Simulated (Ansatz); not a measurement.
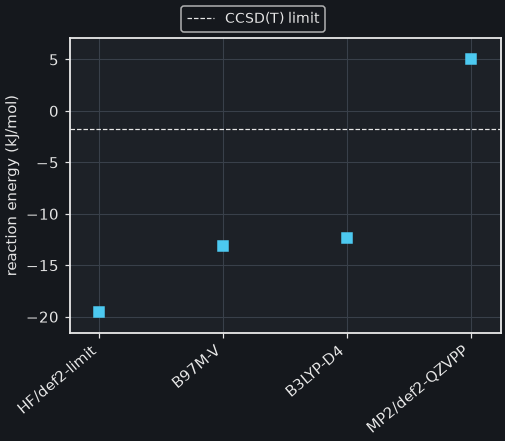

Electronic reaction energy of TiNH₄O₂Cl ([NH2][Ti]([OH])([OH])[Cl]) + HF (F) → TiNH₄O₂F ([NH2][Ti]([OH])([OH])[F]) + HCl (Cl) (SMILES in brackets) at several levels (functionals in def2-TZVPP unless a basis is named), isolated molecules at PBE0-D4 triple-zeta geometries, minima by their frequencies, no zero-point or thermal terms, the Ansatz code. The line is frozen-core CCSD(T) at the basis limit (MP2 extrapolated from triple and quadruple zeta, plus CCSD(T) less MP2 in a smaller set). The distance of MP2/def2-QZVPP to the limit includes basis error. The limit lies 5.7 kJ/mol from CCSD(T)/def2-TZVPP, so the line itself is uncertain by a part of that.

> What range do the values span, the line included?

From −19.6 kJ/mol (HF/def2-limit) to 5.1 kJ/mol (MP2/def2-QZVPP).

> Give the values.

```
         level  kJ/mol  less CCSD(T) limit
 HF/def2-limit   −19.6               −17.8
        B97M-V   −13.2               −11.4
      B3LYP-D4   −12.3               −10.6
MP2/def2-QZVPP     5.1                 6.8
 CCSD(T) limit    −1.7                 0.0
```

Note: no scalar relativity up to krypton; outer-core shells are correlated without core-valence functions, which makes the correlated values less sure.
